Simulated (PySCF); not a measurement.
# RuSCl₂: quintet, from a trigonal planar start

Aim: relax RuSCl₂ as a quintet from a trigonal planar start, check by its vibrations whether the end is a minimum, and collect its spectrum and constants.

Method: PBE0, basis Ru def2-SVP with ECP28, S def2-SVP, Cl def2-SVP, scalar-relativistic core potentials, no spin–orbit coupling, density fitting; program: PySCF 2.14.0.

## 1. Where the work starts

4 atoms, charge 0, spin multiplicity 5.

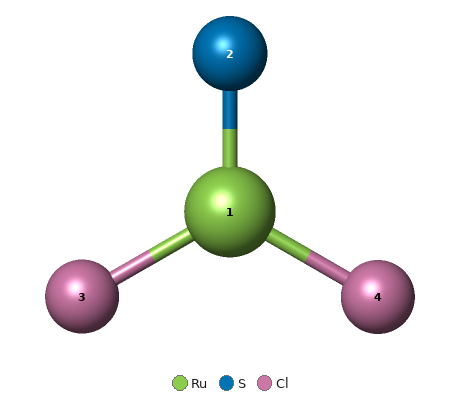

Start geometry, drawn with ruthenium green, sulfur blue, chlorine pink; atoms are numbered from 1 in the order of the file.

Z-matrix (Å, degrees; charge 0 multiplicity 5):
```
Ru
S  1 2.0800
Cl 1 2.2400 2 120.00
Cl 1 2.2400 2 120.00 3 180.00
```

## 2. First SCF at the start

One driver script runs all steps and calls PySCF; scf.py shows how it sets up the SCF of each step. The optimiser is the driver's own. After this first run the driver tries any further starts and a stability analysis.

File scf.py:

```python
from pyscf import gto, scf, dft
mol = gto.M(atom='''
Ru     0.000000     0.000000     0.000000
S     -1.040000    -1.801300     0.000000
Cl     2.240000     0.000000     0.000000
Cl    -1.120000     1.939900     0.000000''',
    basis={'Ru': 'def2-SVP', 'S': 'def2-SVP', 'Cl': 'def2-SVP'},
    ecp={'Ru': 'def2-SVP'},
    charge=0, spin=4)
mf = dft.UKS(mol, xc='PBE0')
mf.grids.atom_grid = (50, 194)
aux = {'Ru': 'def2-universal-JKFIT', 'S': 'def2-universal-JKFIT', 'Cl': 'def2-universal-JKFIT'}
mf = mf.density_fit(auxbasis=aux)
mf.conv_tol = 1e-08
mf.diis_space = 10
mf.max_cycle = 60
mf.init_guess = 'minao'
mf.verbose = 4
mf.kernel()
```

Started as:

```sh
> OMP_NUM_THREADS=2 python axn.py task.json out
```

The program printed, shortened:

```text
[... the frontier levels of the middle cycles are left out ...]
init E= -1403.4141112119
[... the frontier-level lines of each cycle are left out ...]
cycle= 1 E= -1411.67852470364  delta_E= -8.26  |g|= 1.27  |ddm|= 2.43
cycle= 2 E= -1403.09370346015  delta_E= 8.58  |g|= 2.99  |ddm|=    7
cycle= 3 E= -1412.26590999195  delta_E= -9.17  |g|= 0.751  |ddm|= 6.89
cycle= 4 E= -1412.21025781057  delta_E= 0.0557  |g|= 0.737  |ddm|=    1
cycle= 5 E= -1412.57046095774  delta_E= -0.36  |g|= 0.174  |ddm|= 0.918
cycle= 6 E= -1412.60340308051  delta_E= -0.0329  |g|= 0.0567  |ddm|= 0.489
cycle= 7 E= -1412.6133784865  delta_E= -0.00998  |g|= 0.166  |ddm|= 0.441
cycle= 8 E= -1412.61642158557  delta_E= -0.00304  |g|= 0.172  |ddm|= 0.0833
cycle= 9 E= -1412.61469764996  delta_E= 0.00172  |g|= 0.166  |ddm|= 0.0544
cycle= 10 E= -1412.6115784716  delta_E= 0.00312  |g|= 0.145  |ddm|= 0.146
cycle= 11 E= -1412.6139692456  delta_E= -0.00239  |g|= 0.142  |ddm|= 0.111
cycle= 12 E= -1412.61354636202  delta_E= 0.000423  |g|= 0.149  |ddm|= 0.0253
cycle= 13 E= -1412.60807655583  delta_E= 0.00547  |g|= 0.159  |ddm|= 0.113
cycle= 14 E= -1412.60875009964  delta_E= -0.000674  |g|= 0.159  |ddm|= 0.0198
[... 46 cycles left out ...]
SCF not converged.
init E= -1403.4141112119
[... 16 cycles left out ...]
cycle= 17 E= -1412.65044900748  delta_E= -1.18e-05  |g|= 0.0044  |ddm|= 0.00925
cycle= 18 E= -1412.65044622863  delta_E= 2.78e-06  |g|= 0.00565  |ddm|= 0.00928
cycle= 19 E= -1412.65045987194  delta_E= -1.36e-05  |g|= 0.00304  |ddm|= 0.00907
cycle= 20 E= -1412.65046065805  delta_E= -7.86e-07  |g|= 0.00353  |ddm|= 0.00818
SCF not converged.
init E= -1412.65046065805
cycle= 1 E= -1412.65045251364  delta_E= 8.14e-06  |g|= 0.00574  |ddm|= 0.0104
cycle= 2 E= -1412.65041407185  delta_E= 3.84e-05  |g|= 0.0106  |ddm|= 0.016
cycle= 3 E= -1412.65046684174  delta_E= -5.28e-05  |g|= 0.00249  |ddm|= 0.00902
cycle= 4 E= -1412.65047134729  delta_E= -4.51e-06  |g|= 0.000592  |ddm|= 0.00274
cycle= 5 E= -1412.65047236597  delta_E= -1.02e-06  |g|= 0.00028  |ddm|= 0.00217
cycle= 6 E= -1412.65047321716  delta_E= -8.51e-07  |g|= 0.000254  |ddm|= 0.00305
cycle= 7 E= -1412.65047347141  delta_E= -2.54e-07  |g|= 0.000157  |ddm|= 0.00143
cycle= 8 E= -1412.6504736141  delta_E= -1.43e-07  |g|= 7.23e-05  |ddm|= 0.00143
cycle= 9 E= -1412.65047364494  delta_E= -3.08e-08  |g|= 3.06e-05  |ddm|= 0.000652
cycle= 10 E= -1412.65047365207  delta_E= -7.13e-09  |g|= 1.58e-05  |ddm|= 0.000327
Extra cycle  E= -1412.65047365287  delta_E= -8e-10  |g|= 2.1e-05  |ddm|= 9.31e-05
converged SCF energy = -1412.65047365287  <S^2> = 6.0505397  2S+1 = 5.0201752
```

This step, with its further starts and checks, took 40 s on 2 threads of Arm Neoverse N1, shared host.

The starts that the driver tried:

```tsv
start	energy (Eh)
the minimal-basis guess	-1412.650474
a thermally smeared density	-1412.650026
a smeared PBE density	-1412.650474
```

Where DIIS stalls, the driver goes on with a level shift of 0.3 Eh and then with a second-order solver.

The test of internal stability and the other starts found no lower solution of this spin.

## 3. Trigonal planar start, quintet: relaxation

The program finds C2v symmetry in the start, which this walk keeps.

scf.py, as its differences from that of step 2:

```diff
@@ -3,4 +3,4 @@
-Ru     0.000000     0.000000     0.000000
-S     -1.040000    -1.801300     0.000000
-Cl     2.240000     0.000000     0.000000
-Cl    -1.120000     1.939900     0.000000''',
+Ru    -0.029020    -0.050264     0.000000
+S     -1.069011    -1.851569     0.000000
+Cl     2.210981    -0.050269     0.000000
+Cl    -1.149015     1.889638     0.000000''',
@@ -17 +16,0 @@
-mf.init_guess = 'minao'
```

Steps of the walk:

```tsv
step	energy (Eh)	change (kJ/mol)	largest symmetric gradient (Eh/bohr)
0	-1412.650474	0.00	0.01489
1	-1412.652584	-5.54	0.00480
2	-1412.654113	-9.56	0.00511
3	-1412.654581	-10.78	0.00460
4	-1412.654807	-11.38	0.00125
5	-1412.654821	-11.41	0.00007
```

The walk took 28 s.

Geometry (Å) and forces (eV/Å) at some steps:

```
step 0
Ru  -0.029  -0.050   0.000   0.015   0.024   0.000
S   -1.069  -1.852   0.000  -0.444  -0.764   0.000
Cl   2.211  -0.050   0.000   0.295   0.327   0.000
Cl  -1.149   1.890   0.000   0.134   0.414   0.000
step 1
Ru  -0.042  -0.073   0.000  -0.137  -0.241   0.000
S   -1.096  -1.898   0.000  -0.079  -0.132   0.000
Cl   2.211  -0.005   0.000   0.004   0.248   0.000
Cl  -1.110   1.913   0.000   0.212   0.126   0.000
step 3
Ru  -0.082  -0.142   0.000  -0.020  -0.031   0.000
S   -1.143  -1.979   0.000   0.121   0.216   0.000
Cl   2.169   0.120   0.000  -0.235   0.013   0.000
Cl  -0.981   1.938   0.000   0.134  -0.198   0.000
step 5
Ru  -0.088  -0.152   0.000  -0.005  -0.002   0.000
S   -1.144  -1.981   0.000  -0.001   0.003   0.000
Cl   2.143   0.143   0.000   0.004  -0.002   0.000
Cl  -0.947   1.928   0.000   0.002   0.000   0.000
```

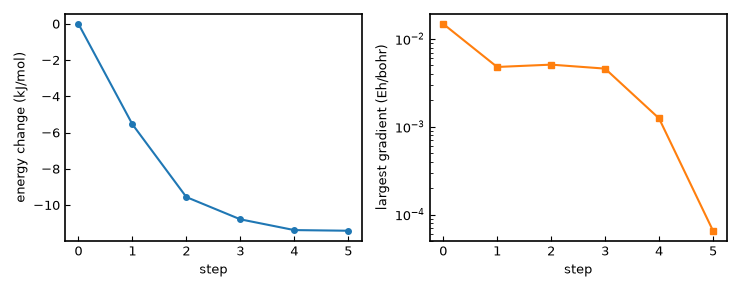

Energy and largest gradient along the walk.

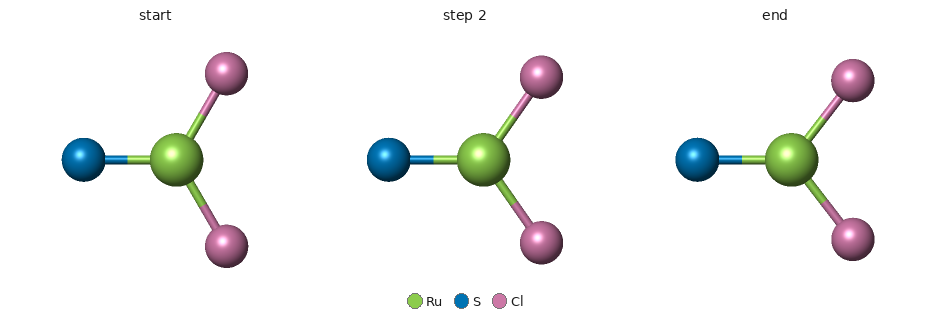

Start and end of the relaxation, with a step between.

After 5 steps and 11.4 kJ/mol it ends at C2v: Ru–Cl 2.251 Å (×2), Ru–S 2.111 Å; Cl–Ru–Cl 104.9°, Cl–Ru–S 127.6° (×2).

## 4. Vibrations and properties at this point

On the finer grid the gradient is checked again; gradients at displacements of ±0.02 bohr then give force constants and infrared intensities.

scf.py, as its differences from that of step 3:

```diff
@@ -3,4 +3,4 @@
-Ru    -0.029020    -0.050264     0.000000
-S     -1.069011    -1.851569     0.000000
-Cl     2.210981    -0.050269     0.000000
-Cl    -1.149015     1.889638     0.000000''',
+Ru    -0.069765    -0.120836     0.000000
+S     -1.125331    -1.949118     0.000000
+Cl     2.161645     0.174732     0.000000
+Cl    -0.929490     1.959411     0.000000''',
@@ -11 +11 @@
-mf.grids.atom_grid = (50, 194)
+mf.grids.atom_grid = (75, 302)
@@ -14 +14 @@
-mf.conv_tol = 1e-08
+mf.conv_tol = 1e-10
```

This SCF starts from the last density.

Log of the central SCF (cycles and frontier levels):

```text
init E= -1412.65479787352
[... the frontier-level lines of each cycle are left out ...]
cycle= 1 E= -1412.65479787333  delta_E= 1.92e-10  |g|= 1.99e-05  |ddm|= 2.26e-05
cycle= 2 E= -1412.6547978701  delta_E= 3.23e-09  |g|= 8.01e-05  |ddm|= 8.96e-05
cycle= 3 E= -1412.65479787353  delta_E= -3.44e-09  |g|= 1.02e-06  |ddm|= 7.15e-05
cycle= 4 E= -1412.65479787354  delta_E= -4.09e-12  |g|= 2.53e-07  |ddm|= 1.49e-06
Extra cycle  E= -1412.65479787354  delta_E= 9.09e-13  |g|= 5.79e-07  |ddm|= 1.15e-06
converged SCF energy = -1412.65479787354  <S^2> = 6.0490352  2S+1 = 5.0195758
```

The whole step took 96 s.

Geometry: C2v; Ru–Cl 2.251 Å (×2), Ru–S 2.111 Å; Cl–Ru–Cl 104.9°, Cl–Ru–S 127.5° (×2).

Harmonic modes (main isotopes):

| symmetry | ω (cm⁻¹) | IR (km/mol) | type |
| --- | --- | --- | --- |
| b2 | 52i | 0.7 | bend |
| b1 | 72 | 7.0 | bend |
| a1 | 112 | 0.0 | bend |
| a1 | 375 | 26.5 | stretch |
| b2 | 405 | 43.6 | stretch |
| a1 | 506 | 32.2 | stretch |

1 mode is imaginary, the largest at 52i cm⁻¹: a saddle point, not a minimum.

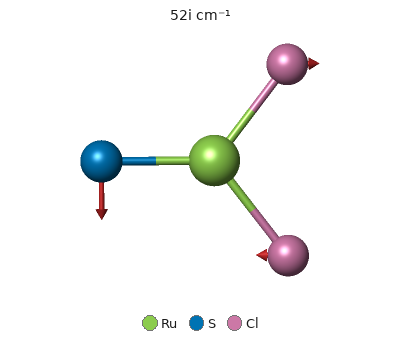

The imaginary mode, as arrows.

Properties at this point:

| Property | Result |
| --- | --- |
| Dipole moment | 0.93 D |
| Highest occupied level | -7.29 eV |
| Lowest empty level | -4.92 eV |
| Rotational constants | 0.07568, 0.06241, 0.0342 cm⁻¹ |
| Zero-point energy (real modes) | 8.8 kJ/mol |
| Principal polarisabilities | 39.7, 76.9, 111.0 bohr³ |
| Atomisation energy without zero-point energy | 970 kJ/mol |
| Principal traceless quadrupole moments about the centre of mass | -2.58, -2.15, 4.73 D Å |
| Spin squared ⟨S²⟩ | 6.049 |

Charges (e) and bond orders:

| atom | Mulliken | Löwdin | polar tensor | spin (Mulliken) | Mayer order to Ru1 |
| --- | --- | --- | --- | --- | --- |
| Ru1 | 0.39 | -0.60 | 1.08 | 2.89 | – |
| S2 | -0.06 | 0.30 | -0.22 | 0.61 | 1.99 |
| Cl3,4 | -0.16 | 0.15 | -0.43 | 0.25 | 1.14 |

Mulliken populations on Ru1 (outside its core potential): s 2.47, p 6.61, d 6.52, f 0.01.

## 5. Following the imaginary mode

The atoms are moved a little along the softest imaginary mode and relaxed again.

The program finds Cs symmetry in the start, which this walk keeps. Threshold on the gradient: 0.0003 Eh/bohr, with a further test on the energy change.

scf.py, as its differences from that of step 4:

```diff
@@ -3,4 +3,4 @@
-Ru    -0.069765    -0.120836     0.000000
-S     -1.125331    -1.949118     0.000000
-Cl     2.161645     0.174732     0.000000
-Cl    -0.929490     1.959411     0.000000''',
+Ru    -0.135624    -0.082796    -0.000000
+S     -0.908817    -2.074106    -0.000000
+Cl     2.089718     0.057090     0.000000
+Cl    -0.863557     2.080547     0.000000''',
@@ -11 +11 @@
-mf.grids.atom_grid = (75, 302)
+mf.grids.atom_grid = (50, 194)
@@ -14 +14 @@
-mf.conv_tol = 1e-10
+mf.conv_tol = 1e-08
```

Energy and gradient, step by step:

```tsv
step	energy (Eh)	change (kJ/mol)	largest symmetric gradient (Eh/bohr)
0	-1412.654376	0.00	0.00939
1	-1412.654708	-0.87	0.00182
2	-1412.654804	-1.12	0.00181
3	-1412.654872	-1.30	0.00201
4	-1412.654921	-1.43	0.00127
5	-1412.654978	-1.58	0.00131
6	-1412.655086	-1.86	0.00200
7	-1412.655522	-3.01	0.00364
8	-1412.657878	-9.19	0.00938
9	-1412.660748	-16.73	0.02047
10	-1412.664568	-26.76	0.01615
11	-1412.667200	-33.67	0.01426
12	-1412.668043	-35.88	0.00585
13	-1412.668744	-37.72	0.00285
14	-1412.668988	-38.36	0.00231
15	-1412.669131	-38.74	0.00095
16	-1412.669134	-38.75	0.00025
17	-1412.669134	-38.75	0.00002
```

The walk took 92 s.

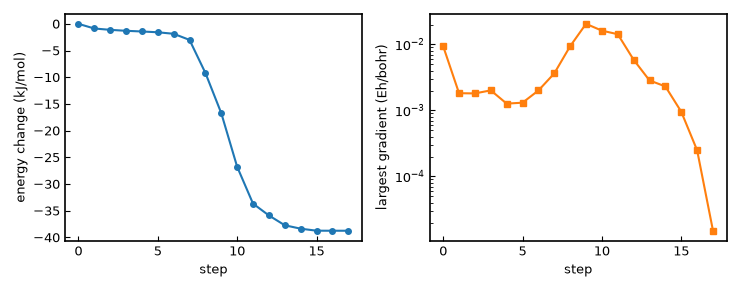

How energy and gradient fall.

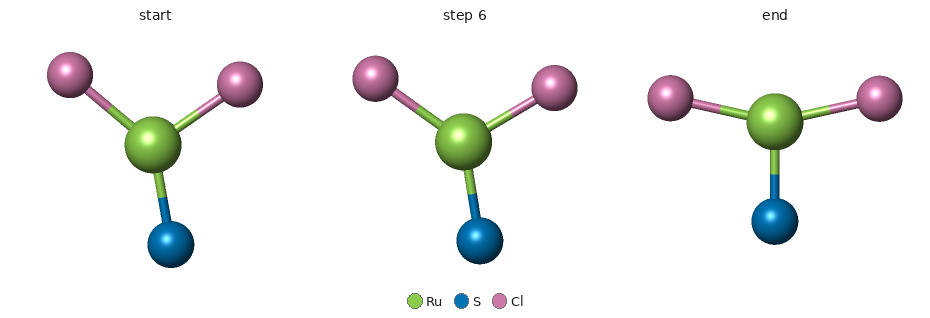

The geometry along the walk, at one scale.

After 17 steps and 38.7 kJ/mol it ends at C2v: Ru–Cl 2.253 Å (×2), Ru–S 2.102 Å; Cl–Ru–Cl 154.8°, Cl–Ru–S 102.6° (×2).

## 6. Frequencies

The same treatment as at the point before.

scf.py, as its differences from that of step 5:

```diff
@@ -3,4 +3,4 @@
-Ru    -0.135624    -0.082796    -0.000000
-S     -0.908817    -2.074106    -0.000000
-Cl     2.089718     0.057090     0.000000
-Cl    -0.863557     2.080547     0.000000''',
+Ru     0.083118     0.136397     0.000000
+S     -1.010239    -1.657798    -0.000000
+Cl     2.217719    -0.585978     0.000000
+Cl    -1.537417     1.702350     0.000000''',
@@ -11 +11 @@
-mf.grids.atom_grid = (50, 194)
+mf.grids.atom_grid = (75, 302)
@@ -14 +14 @@
-mf.conv_tol = 1e-08
+mf.conv_tol = 1e-10
```

SCF at the final geometry:

```text
init E= -1412.66905218656
[... the frontier-level lines of each cycle are left out ...]
cycle= 1 E= -1412.66905218624  delta_E= 3.15e-10  |g|= 2.58e-05  |ddm|= 2.71e-05
cycle= 2 E= -1412.66905218099  delta_E= 5.26e-09  |g|= 0.000104  |ddm|= 0.00011
cycle= 3 E= -1412.66905218659  delta_E= -5.6e-09  |g|= 4.35e-07  |ddm|= 8.78e-05
cycle= 4 E= -1412.66905218658  delta_E= 2.73e-12  |g|= 2.39e-07  |ddm|= 7.13e-07
Extra cycle  E= -1412.66905218658  delta_E= 1.82e-12  |g|= 6.57e-07  |ddm|= 9.87e-07
converged SCF energy = -1412.66905218658  <S^2> = 6.0214234  2S+1 = 5.008562
```

The whole step took 98 s on 2 threads of Arm Neoverse N1, shared host.

Geometry: C2v; Ru–Cl 2.254 Å (×2), Ru–S 2.101 Å; Cl–Ru–Cl 154.7°, Cl–Ru–S 102.7° (×2).

Harmonic modes (main isotopes):

| symmetry | ω (cm⁻¹) | IR (km/mol) | μ (u) | type |
| --- | --- | --- | --- | --- |
| b1 | 76 | 7.2 | 50.83 | bend |
| a1 | 123 | 0.5 | 40.63 | bend |
| b2 | 149 | 0.8 | 34.84 | bend |
| a1 | 362 | 7.6 | 35.46 | stretch |
| b2 | 428 | 102 | 48.07 | stretch |
| a1 | 517 | 3.3 | 38.69 | stretch |

No imaginary mode, so this is a minimum.

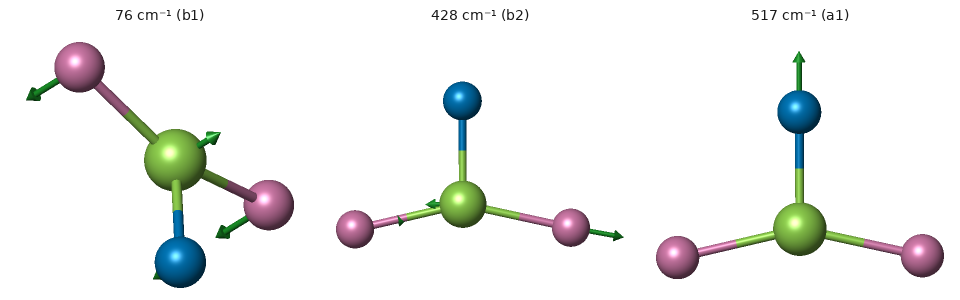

How the atoms move in 3 of the modes.

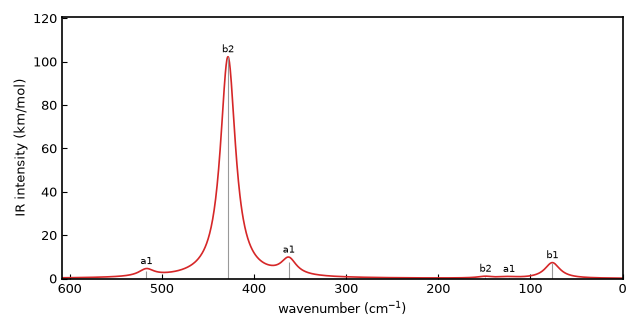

The harmonic infrared spectrum (widths in cm⁻¹). Lines are broadened to a width of 20 cm⁻¹ (Lorentzian).

Constants and moments:

```yaml
Dipole_moment: 0.26 D
Highest_occupied_level: -7.37 eV
Lowest_empty_level: -4.65 eV
Rotational_constants: 0.1102, 0.04986, 0.03433 cm⁻¹
Zero-point_energy: 9.9 kJ/mol
Principal_polarisabilities: 38.7, 81.8, 95.5 bohr³
Atomisation_energy_without_zero-point_energy: 1007 kJ/mol
Principal_traceless_quadrupole_moments_about_the_centre_of_mass: -8.31, 3.16, 5.15 D Å
Entropy_at_298.15_K_and_1_bar_electronic_part_spin_only: 353.7 J/(mol K)
Heat_capacity_Cp_at_298.15_K: 75.0 J/(mol K)
Enthalpy_at_298.15_K_above_0_K: 17.69 kJ/mol
Rotational_symmetry_number: 2
Spin_squared_⟨S²⟩: 6.021
```

Populations by atom (charges in e):

```tsv
atom	Mulliken	Löwdin	polar tensor	spin (Mulliken)	Mayer order to Ru1
Ru1	0.31	-0.63	1.06	2.61	–
S2	0.06	0.38	-0.10	1.03	1.95
Cl3,4	-0.18	0.12	-0.48	0.18	1.14
```

Outer orbital energies (eV). α occupied: -10.27, -9.93, -9.78, -9.62, -8.77, -8.54, -8.06, -7.37; empty: -3.84, -0.29, 0.01, 1.58. β occupied: -10.96, -10.48, -10.02, -10.02, -9.52, -9.42, -9.19, -7.89; empty: -4.65, -4.52, -4.23, -3.73.

Mulliken populations on Ru1 (outside its core potential): s 2.47, p 6.56, d 6.65, f 0.01.

## 7. All stationary points

| spin | group | bonds | imaginary modes (cm⁻¹) | ΔE (kJ/mol) | with zero-point energy |
| --- | --- | --- | --- | --- | --- |
| quintet | C2v | Ru–Cl 2.254 Å (×2), Ru–S 2.101 Å | none | 0.0 | 0.0 |
| quintet | C2v | Ru–Cl 2.251 Å (×2), Ru–S 2.111 Å | 52i | 37.4 | – |

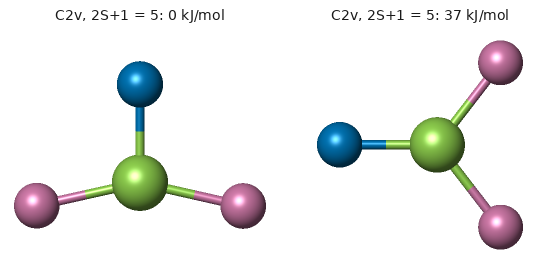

The points, lowest first (ruthenium green, sulfur blue, chlorine pink).

## 8. Fields at the lowest minimum

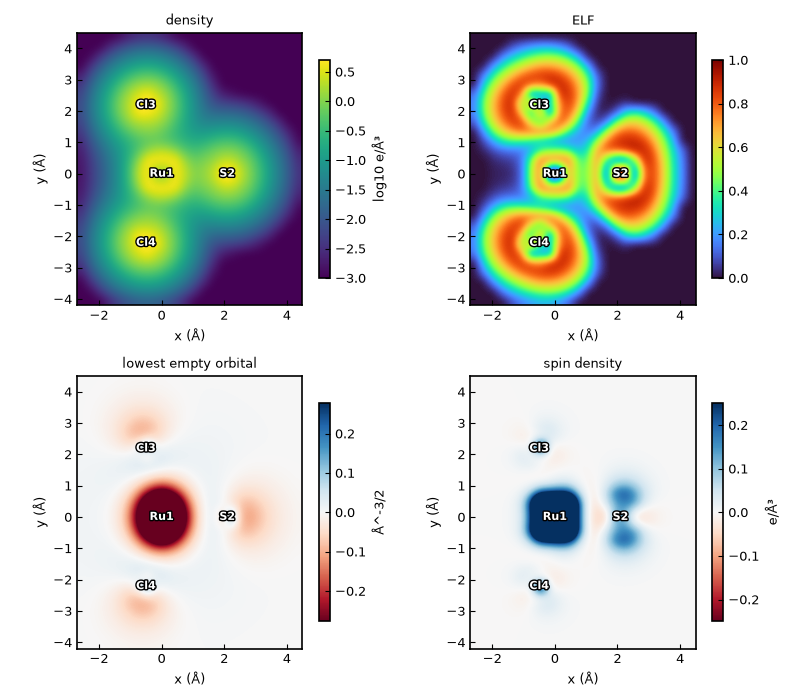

The plane holds Ru1 at (0.00, 0.00), S2 at (2.10, 0.00), Cl3 at (-0.49, 2.20), Cl4 at (-0.49, -2.20) Å. ELF is set to 0 where the density is under 0.005 e/Å³; an orbital's overall sign is arbitrary. Electrons inside core potentials are absent.

Making the fields took 1.7 s.

## 9. Results

| quantity | value |
| --- | --- |
| minimum | quintet, C2v |
| geometry | Ru–Cl 2.254 Å (×2), Ru–S 2.101 Å; Cl–Ru–Cl 154.7°, Cl–Ru–S 102.7° (×2) |
| wavenumbers (cm⁻¹) | 76 (b1), 123 (a1), 149 (b2), 362 (a1), 428 (b2), 517 (a1) |
| dipole moment | 0.26 D |
| highest occupied, lowest empty level (either spin) | -7.37, -4.65 eV |
| polar-tensor charge of Ru1 | +1.06 e |
| zero-point energy | 9.9 kJ/mol |
| entropy at 298.15 K | 353.7 J/(mol K) |
| atomisation energy (no zero-point energy) | 1007 kJ/mol |
| ⟨S²⟩ | 6.021 |

From C2v at the start the molecule goes to a C2v minimum, after a stop at a saddle point 37.4 kJ/mol higher, from which it was pushed off along an imaginary mode. In the infrared the band at 428 cm⁻¹ (b2, stretch) leads. Most of the spin sits on Ru1 (Mulliken spin 2.61, against 4 for the whole molecule). Only this shape and spin were tried, so other structures or states may lie lower. Open d and f shells are described by one determinant, and the ground state may have another occupation or spin.

The search up to here took 5.9 min.
